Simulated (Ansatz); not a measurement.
## How SrCl2 absorbs and reflects light

Aim: the dielectric function of SrCl2, and the optical constants that follow from it.

Method: DFT, PBE, plane-wave PAW, default files, scalar-relativistic, independent-particle optical response without local fields, in Ansatz 0.2.0.

## (1) The structure

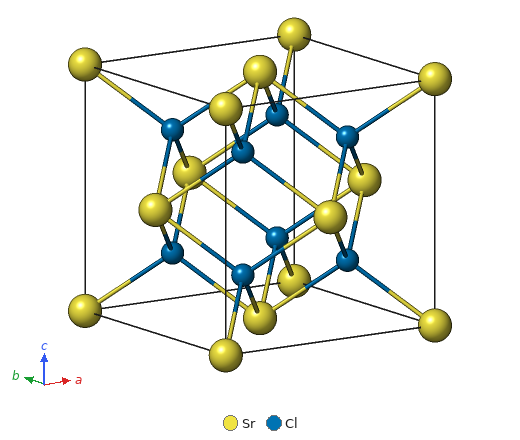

Start, viewed from a free direction; strontium yellow, chlorine blue. This picture shows the conventional cell, with its axes. Some periodic images of atoms are drawn too.

## (2) Ground state and bands

First the ground state: is it a metal or has it a gap?

This step: DFT, PBE, plane-wave PAW, default files, scalar-relativistic, ground state (Ansatz 0.2.0).

Contents of input.yaml:

```yaml
crystal:
  lattice:
    - [0.0, 3.48835, 3.48835]
    - [3.48835, 0.0, 3.48835]
    - [3.48835, 3.48835, 0.0]
  atoms:
    - { symbol: Sr, position: [0.0, 0.0, 0.0] }
    - { symbol: Cl, position: [0.75, 0.75, 0.75] }
    - { symbol: Cl, position: [0.25, 0.25, 0.25] }
kpoints:
  mp_grid: { grid: [6, 6, 6] }
  band_path:
    path:
      - [[0.0, 0.0, 0.0], [0.5, 0.0, 0.5], [0.5, 0.25, 0.75], [0.375, 0.375, 0.75], [0.0, 0.0, 0.0], [0.5, 0.5, 0.5], [0.625, 0.25, 0.625], [0.5, 0.25, 0.75], [0.5, 0.5, 0.5], [0.375, 0.375, 0.75]]
      - [[0.625, 0.25, 0.625], [0.5, 0.0, 0.5]]
    npoints: 6
scf:
  occupations: { method: fermi_dirac, width: 0.05 }
  n_extra_bands: 7
hamiltonian:
  xc: pbe
  pseudopotentials: { kind: paw }
output:
  forces: true
  stress: true
  populations: true
  write_bands: true
  write_density: true
  write_potential: true
  elf: true
  volumetric_format: npy
```

Command:

```sh
ansatz run input.yaml --threads 4 --pin off --max-ram 8192MiB --backend cpu --events-out ev --progress --plain --runs-dir out
```

Numbers of over 12 decimals in the logs are rounded to 6 here.

Output:

```text
scf.n_extra_bands = 7 over 12 filled bands (N_el = 24.0): the run solves 19 bands
Engine: ansatz 0.2.0, x86_64-unknown-linux-gnu
Pseudopotentials: kind: paw
Pseudopotential: Sr, paw, valence charge 10, recommended cutoff 420 eV (normal), Sr.paw.azcp
Pseudopotential: Cl, paw, valence charge 7, recommended cutoff 420 eV (normal), Cl.paw.azcp
Functional definition: PBE
  parameter kappa = 0.804
  parameter beta = 0.066725
  exchange = pbe_x(kappa = kappa, mu = beta*pi^2/3)
  correlation = pbe_c(beta = beta)
Crystal: 3 atoms, lattice volume = 84.897 Å³
Basis set: ecut = 420 eV, 1639 PW (Γ), exchange–correlation on 72×72×72 points (8 copies of the dense FFT grid, shifted against one another)
Bands: 19, of which v1, the nominal top of the filled ones, is band 12 counted from 1 (11 counted from 0)
Symmetry: 48 space group operations
Space group: Fm-3m (ITA 225), of the structure as read, at distance tolerance 4.4e-5 Å
k-points: 16 of 216
Non-local potential: Sr, projectors of the file, l = 0: 3, l = 1: 2, l = 2: 2
Non-local potential: Cl, projectors of the file, l = 0: 2, l = 1: 2, l = 2: 2
PAW form: soft (Blöchl's): semilocal exchange-correlation on the pseudo side does not see the compensation charge
PAW one-centre angular grid: Sr, 110 points (default); XC on 64 Gauss nodes
PAW one-centre angular grid: Cl, 110 points (default); XC on 64 Gauss nodes
Initial density: superposition of atomic densities (neutral atoms: chi_scale 0, normalization atom), corrected by the library's trained network
Initial wavefunctions: pseudopotential atomic-orbital guess
Functional: x = pbe(κ = 0.804, μ = 0.219515), c = pbe(β = 0.066725)
SCF iter   1: F=—  HF=-5710.723824 eV  |F-HF|=—  |Δ(HF+E_count)|=         —  Δρ=3.36e-4  dr2=5.29e-5  ethr=1.77e-3  ⟨swp⟩=10.6  Hψ=2252  notcnv=0
preconditioner: auto → none  [insulator: Δε(μ)=5.343 eV  Ē_g=14.893 eV  σ=0.050 eV  W_gap=1.00  n_scr=14 (ndim 8)  ℏωp=18.9 eV  f_vac=0.093  D(μ)=0.00/eV (n_scr^D=0)  ε∞_Penn≈2.6]
SCF iter   2: F=—  HF=-5710.724785 eV  |F-HF|=—  |Δ(HF+E_count)|=   9.61e-4  Δρ=1.78e-4  dr2=1.10e-5  ethr=2.20e-7  ⟨swp⟩=3.8  Hψ=829  notcnv=0  defer=1
SCF iter   3: F=—  HF=-5710.724823 eV  |F-HF|=—  |Δ(HF+E_count)|=   3.81e-5  Δρ=8.74e-5  dr2=2.12e-6  ethr=4.60e-8  ⟨swp⟩=2.8  Hψ=465  notcnv=0  defer=1
SCF iter   4: F=—  HF=-5710.724844 eV  |F-HF|=—  |Δ(HF+E_count)|=   2.14e-5  Δρ=3.70e-5  dr2=3.83e-7  ethr=8.83e-9  ⟨swp⟩=2.0  Hψ=453  notcnv=0  defer=1
iter 5 did not close the SCF: its close was put off for the readings that it lacked (scf_convergence_deferred on its scf_iter line)
SCF iter   5: F=-5710.724850 eV  HF=-5710.724850 eV  |F-HF|=4.01e-7  |Δ(HF+E_count)|=   5.73e-6  Δρ=1.15e-5  dr2=5.98e-8  ethr=1.60e-9  ⟨swp⟩=2.0  Hψ=454  notcnv=0  defer=1
SCF iter   6: F=-5710.724850 eV  HF=-5710.724850 eV  |F-HF|=9.96e-9  |Δ(HF+E_count)|=   4.51e-7  Δρ=3.88e-6  dr2=8.32e-9  ethr=2.49e-10  ⟨swp⟩=11.1  Hψ=2273  notcnv=0
SCF 1 converged in 6 iterations: F = -5710.724850 eV  dr2 = 8.32e-9
  greatest PAW one-centre occupation: 0.986 electrons in one spin orbital (limit 2), on the Sr atom at site 0 (counted from 0), in its partial waves of l = 0
NSCF: frozen V_eff on 62 k-points
SCF converged after 6 iterations
Free energy (F): -5710.724850 eV
Harris-Foulkes:  -5710.724850 eV  (|F-HF|=9.96e-9)
Internal energy: -5710.724850 eV  (E = F + TS)
E sigma→0 (E₀):  -5710.724850 eV
Fermi energy:    5.815621 eV
--- Per-component energies (eV) ---
  E_band       = -146.971147
  E_kinetic    = 568.635430
  E_local      = -1182.082876  (includes V_loc(G=0)·N_el)
  E_nonlocal   = 258.820419
  E_hartree    = 325.117218
  E_xc         = -389.085226
  E_vxc        = -408.033486  (∫ρ·V_xc dr)
  E_paw        = -4013.362358  (= ΣΔE_a)
  E_vpaw       = -34.545775  (= ΣTr[D̂ρ^β])
  E_aug_tail   = 0.000179  (compensation charges beyond the density's cutoff)
  E_ewald      = -1278.767635
  E_smearing   = -0.000000  (= −TS)
  E_closure    = -0.000000  (closes the sum)
  Σ components = -5710.724850   (vs F -5710.724850, Δ=0.00e0)
--- Forces (eV/Å), atoms counted from 1 ---
  atom   1  Sr    -0.00000000     0.00000000    -0.00000000
  atom   2  Cl     0.00000000     0.00000000     0.00000000
  atom   3  Cl    -0.00000000    -0.00000000     0.00000000
  max |Σ_I F_I| component: 5.78e-19 eV/Å
--- Stress (GPa, compression-positive) ---
        0.988057      -0.000000       0.000000
        0.000000       0.988057      -0.000000
       -0.000000      -0.000000       0.988057
  P = ⅓ Tr σ = 0.9881 GPa (9.881 kbar)
--- Band table (eV; the first three rows and the last of 16) ---
  k-point 0: bands = [... 8 lower, 0.9810, 2.7647, 2.7647, 2.7647, 8.4421, 9.2017, 9.2017, 12.0709, ... 3 higher]
  k-point 1: bands = [... 8 lower, 1.1656, 2.4552, 2.6165, 2.6165, 9.0331, 9.4098, 9.4098, 11.1007, ... 3 higher]
  k-point 2: bands = [... 8 lower, 1.5164, 1.9375, 2.2875, 2.2875, 9.7327, 9.7327, 9.9356, 11.1038, ... 3 higher]
  k-point 15: bands = [... 8 lower, 1.5464, 2.2741, 2.7621, 3.0289, 9.0684, 10.2133, 10.3682, 10.5314, ... 3 higher]
--- Löwdin populations: 3 sites ---
  site symbol       q [e]
     0     Sr      8.3504
     1     Cl      7.7294
     2     Cl      7.7294
  spilling = 0.007956 (of n_electrons = 24.000000)
```

Elapsed: 0.42 s, on 4 threads of AMD EPYC 9R45, shared host; peak memory 0.41 GiB; 1.4 s of CPU time.

Reading the cycles: dr2 is the Hartree energy of the density residual (eV), the measure of convergence; HF is the Harris–Foulkes estimate of the energy, which meets the free energy F at convergence.

Read-outs, printed or worked out from the files:

| Property | Result |
| --- | --- |
| free energy | -5710.7249 eV |
| Fermi energy | 5.816 eV |
| gap by band count | 5.343 eV |
| electrons | 24 |
| symmetry operations | 48 |
| pressure | 0.9881 GPa |
| gap on the k-mesh | 5.343 eV |
| volume | 84.90 Å³ |
| gap on the path | 5.343 eV |
| least direct gap on the path | 5.508 eV |

There is a gap, 5.34 eV on the path, so no carriers' term is needed. The cell is left with a pressure of 1.0 GPa, as it stands unrelaxed at this level.

The electronic bands at the labelled points (eV, zero at the Fermi level; v1 is the highest filled band, c1 the lowest empty one):

| point | v4 | v3 | v2 | v1 | c1 | c2 | c3 | c4 |
| --- | --- | --- | --- | --- | --- | --- | --- | --- |
| Γ | -4.83 | -3.05 | -3.05 | -3.05 | 2.63 | 3.39 | 3.39 | 6.25 |
| X | -4.59 | -3.11 | -3.11 | -2.72 | 2.79 | 4.33 | 4.91 | 5.30 |
| W | -3.92 | -3.92 | -3.02 | -2.82 | 3.52 | 4.30 | 4.51 | 4.51 |
| K | -4.43 | -3.43 | -3.25 | -2.83 | 3.24 | 4.42 | 4.63 | 4.88 |
| Γ | -4.83 | -3.05 | -3.05 | -3.05 | 2.63 | 3.39 | 3.39 | 6.25 |
| L | -4.21 | -4.03 | -3.76 | -3.76 | 4.01 | 4.01 | 4.81 | 5.13 |
| U | -4.43 | -3.43 | -3.25 | -2.83 | 3.24 | 4.42 | 4.63 | 4.88 |
| W | -3.92 | -3.92 | -3.02 | -2.82 | 3.52 | 4.30 | 4.51 | 4.51 |
| L | -4.21 | -4.03 | -3.76 | -3.76 | 4.01 | 4.01 | 4.81 | 5.13 |
| K | -4.43 | -3.43 | -3.25 | -2.83 | 3.24 | 4.42 | 4.63 | 4.88 |
| jump to U | -4.43 | -3.43 | -3.25 | -2.83 | 3.24 | 4.42 | 4.63 | 4.88 |
| X | -4.59 | -3.11 | -3.11 | -2.72 | 2.79 | 4.33 | 4.91 | 5.30 |

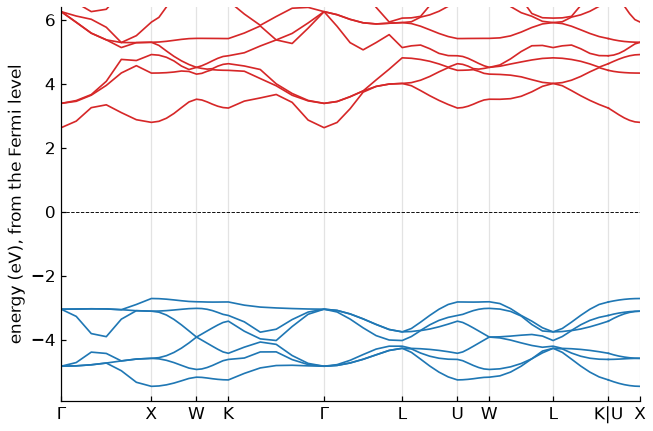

Electronic bands along the path; lines of filled and empty bands in two colours.

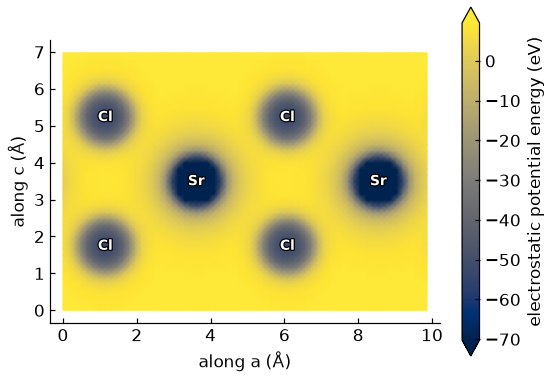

Electrostatic potential energy in the ac plane of a cell with a along [110], b along [-110] and c along [001] of the cube at fractional y = 0.000, with atoms of Sr and Cl within 0.2 Å of it. With pseudopotentials it is smooth inside the atoms' cores, unlike the true potential. The map starts off the cell's origin, so that atoms lie inside it.

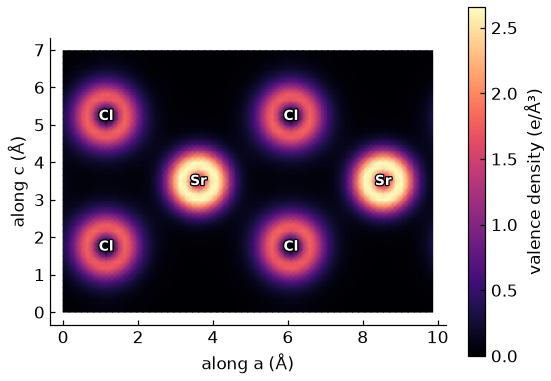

Valence density in the ac plane of a cell with a along [110], b along [-110] and c along [001] of the cube at fractional y = 0.000, with atoms of Sr and Cl within 0.2 Å of it. It is the smooth field of the valence electrons, not physical close to the nuclei. The map starts off the cell's origin, so that atoms lie inside it.

## (3) Spectrum

The spectrum is a sum over vertical transitions between filled and empty bands at the fixed density, so many empty bands are needed.

This step: DFT, PBE, plane-wave PAW, default files, scalar-relativistic, independent-particle optical response without local fields (Ansatz 0.2.0).

input.yaml, the sections that differ from step 2:

```yaml
kpoints:
  mp_grid: { grid: [6, 6, 6] }
scf:
  occupations: { method: fixed }
output:
  optics:
    e_range: [0, 22]
    de: 0.05
    sigma: 0.15
    nscf_kmesh: { grid: [8, 8, 8] }
    bands: { spectra_wanted_up_to: 22 }
# crystal, hamiltonian: as in step 2
```

Output:

```text
[...]
Crystal: 3 atoms, lattice volume = 84.897 Å³
Basis set: ecut = 420 eV, 1639 PW (Γ)
Bands: 16, of which v1, the nominal top of the filled ones, is band 12 counted from 1 (11 counted from 0)
Symmetry: 48 space group operations
[...]
k-points: 16 of 216
[...]
SCF iter   1: F=—  HF=-5710.723541 eV  |F-HF|=—  |Δ(HF+E_count)|=         —  Δρ=3.72e-4  dr2=7.83e-5  ethr=1.77e-3  ⟨swp⟩=6.4  Hψ=1512  notcnv=0  defer=24
[...]
SCF iter   9: F=-5710.724833 eV  HF=-5710.724833 eV  |F-HF|=2.73e-12  |Δ(HF+E_count)|=    0.00e0  Δρ=6.79e-8  dr2=3.68e-12  ethr=1.00e-12  ⟨swp⟩=6.6  Hψ=1153  notcnv=0
SCF 1 converged in 9 iterations: F = -5710.724833 eV  dr2 = 3.68e-12
[...]
NSCF: frozen V_eff on 29 k-points
output.optics: what the bands over the 56 summed would add to eps1, eps2 and the energy-loss function is held between a lower and an upper bound (5 Lanczos steps). eps1, eps2 and their loss function (loss_summed_bands) are given on every row as the summed bands alone make them. Along an axis, on a row where the two bounds hold the loss function to about 1 % of the greater of itself and 0.5 % of |1/eps|, its cell (loss_completed) is given, with the completed eps1 and eps2 that it is formed of (a cell that is left empty reads nan in the table and null in the record). The two bounds hold it so along every axis on all 441 rows up to 22.000 eV. [rest of the remark cut]
SCF converged after 9 iterations
Free energy (F): -5710.724833 eV
[...]
Internal energy: -5710.724833 eV  (E = F + TS)
E sigma→0 (E₀):  -5710.724833 eV
Fermi energy:    3.098774 eV
[...]
--- Band table (eV; the first three rows and the last of 16) ---
  k-point 0: bands = [... 8 lower, 0.9810, 2.7646, 2.7646, 2.7646, 8.4420, 9.2017, 9.2017, 12.0709]
  k-point 1: bands = [... 8 lower, 1.1655, 2.4551, 2.6164, 2.6164, 9.0330, 9.4098, 9.4098, 11.1007]
  k-point 2: bands = [... 8 lower, 1.5163, 1.9374, 2.2874, 2.2874, 9.7327, 9.7327, 9.9355, 11.1037]
  k-point 15: bands = [... 8 lower, 1.5464, 2.2741, 2.7620, 3.0288, 9.0684, 10.2132, 10.3682, 10.5313]
```

Elapsed: 2.6 s, on 4 threads; peak memory 0.79 GiB.

Read-outs, printed or worked out from the files:

| Quantity | Value |
| --- | --- |
| electronic dielectric constant ε∞, mean over x, y and z (by symmetry where fewer were run) | 3.214 |
| absorption onset, first axis (α over 10⁴ cm⁻¹, or the direct gap if that lies higher) | 5.657 eV |
| main peak of Im epsilon, first axis | 7.604 eV |
| centre of weight of the strongest loss peak in the window | 17.18 eV |
| least direct gap on the mesh | 5.508 eV |
| bands summed | 56 |
| spectra valid up to | 31.34 eV |
| program's estimate of the k-sum error in Im epsilon | 0.43 % |
| electrons in the f-sum | 20.26 |

The Im ε, any direction has structure finer than the step of the table below, so its rows give means over 1 eV, whole bins alone (the curve runs from 0 to 22 eV). Peaks (eV: height): 7.6: 8.86, 9.6: 4.94, 21.2: 2.26.

Im ε, any direction against photon energy; means over each step:

| photon energy (eV) | Im ε, any direction |
| --- | --- |
| 5 | 2.8e-4 |
| 6 | 0.598 |
| 7 | 3.66 |
| 8 | 6.75 |
| 9 | 3.54 |
| 10 | 3.16 |
| 11 | 1.95 |
| 12 | 2.45 |
| 13 | 2.21 |
| 14 | 1.81 |
| 15 | 1.70 |
| 16 | 1.10 |
| 17 | 0.618 |
| 18 | 0.502 |
| 19 | 0.422 |
| 20 | 0.401 |
| 21 | 1.30 |

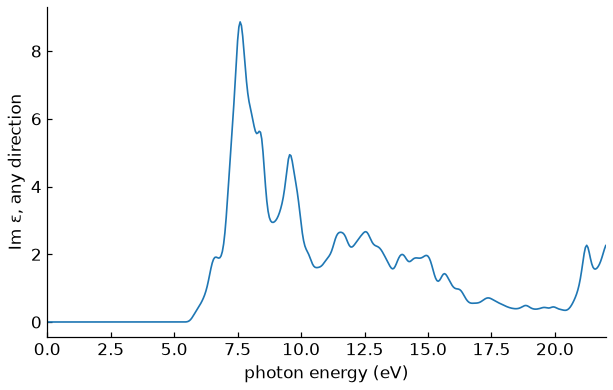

Im ε, any direction against photon energy.

The Re ε, any direction by photon energy:

| photon energy (eV) | Re ε, any direction |
| --- | --- |
| 0 | 3.21 |
| 2 | 3.32 |
| 4 | 3.77 |
| 6 | 5.75 |
| 8 | 1.44 |
| 10 | -0.870 |
| 12 | 0.801 |
| 14 | 0.343 |
| 16 | -0.247 |
| 18 | 0.355 |
| 20 | 1.03 |
| 22 | 0.920 |

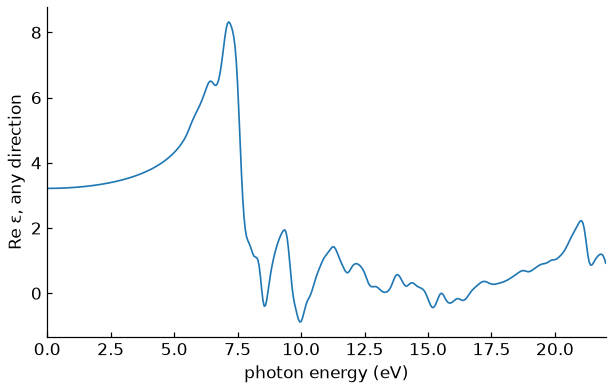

Re ε, any direction, plotted against photon energy.

Values under 1 per cm are given as 1. Absorption coefficient, any direction against photon energy:

| photon energy (eV) | absorption coefficient, any direction (1/cm) |
| --- | --- |
| 0.00 | 1 |
| 2.00 | 1 |
| 4.00 | 1 |
| 6.00 | 61422 |
| 8.00 | 1.3e6 |
| 10.00 | 1.4e6 |
| 12.00 | 1.1e6 |
| 14.00 | 1.3e6 |
| 16.00 | 1.3e6 |
| 18.00 | 6.4e5 |
| 20.00 | 4.3e5 |
| 22.00 | 1.9e6 |

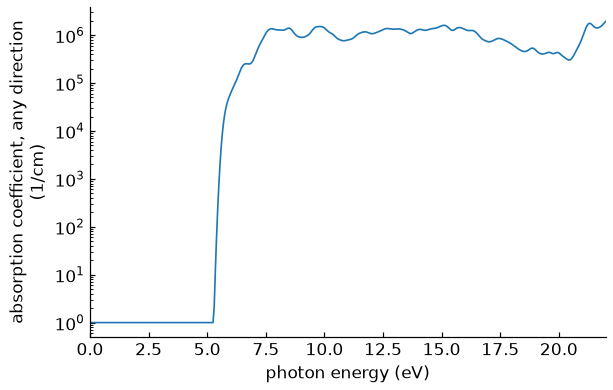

Absorption coefficient, any direction, plotted against photon energy.

The loss function −Im 1/ε at q → 0, any direction has structure finer than the step of the table below, so its rows give means over 1 eV, whole bins alone (the curve runs from 0 to 22 eV). Peaks (eV: height): 10.5: 0.592, 16.7: 1.78, 17.8: 1.38, 21.5: 0.470.

Loss function −Im 1/ε at q → 0, any direction against energy loss; means over each step:

| energy loss (eV) | loss function −Im 1/ε at q → 0, any direction |
| --- | --- |
| 5 | 1.2e-5 |
| 6 | 0.0155 |
| 7 | 0.0477 |
| 8 | 0.143 |
| 9 | 0.255 |
| 10 | 0.353 |
| 11 | 0.412 |
| 12 | 0.369 |
| 13 | 0.456 |
| 14 | 0.533 |
| 15 | 0.592 |
| 16 | 0.912 |
| 17 | 1.42 |
| 18 | 1.21 |
| 19 | 0.610 |
| 20 | 0.315 |
| 21 | 0.247 |

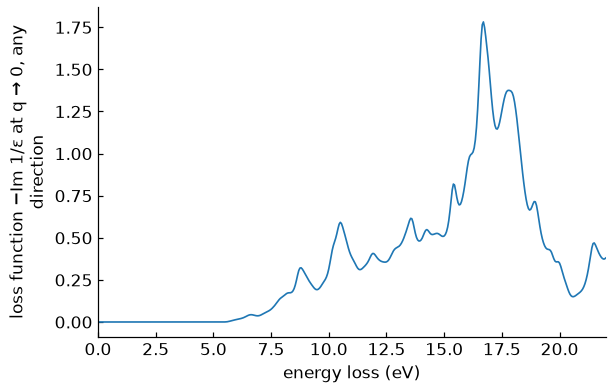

Loss function −Im 1/ε at q → 0, any direction, plotted against energy loss.

Refractive index n and extinction k against photon energy:

| photon energy (eV) | n | k |
| --- | --- | --- |
| 0 | 1.79 | 0 |
| 2 | 1.82 | 0 |
| 4 | 1.94 | 0 |
| 6 | 2.40 | 0.101 |
| 8 | 1.99 | 1.59 |
| 10 | 1.04 | 1.40 |
| 12 | 1.26 | 0.881 |
| 14 | 1.09 | 0.916 |
| 16 | 0.638 | 0.809 |
| 18 | 0.692 | 0.353 |
| 20 | 1.04 | 0.210 |
| 22 | 1.30 | 0.871 |

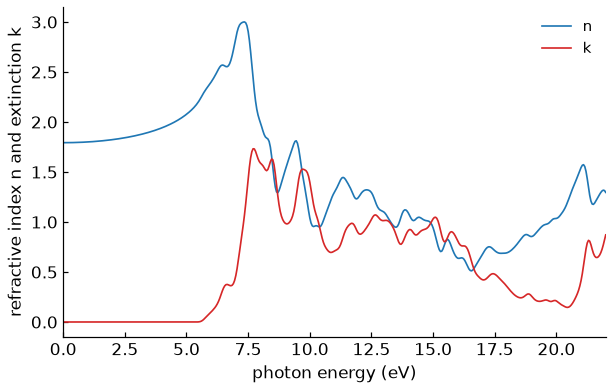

Refractive index n and extinction k against photon energy.

(Continued in part 2 of 2.)

[Logs are printed without paths, hosts, clocks, repeated set-up lines and the standing remarks that a program may print on its own settings, such as how far it seeks lower states.]

[Hosts, paths, dates, database ids (printed as entryN), source tags and the programs' standing remarks are cut or masked in the printed files.]
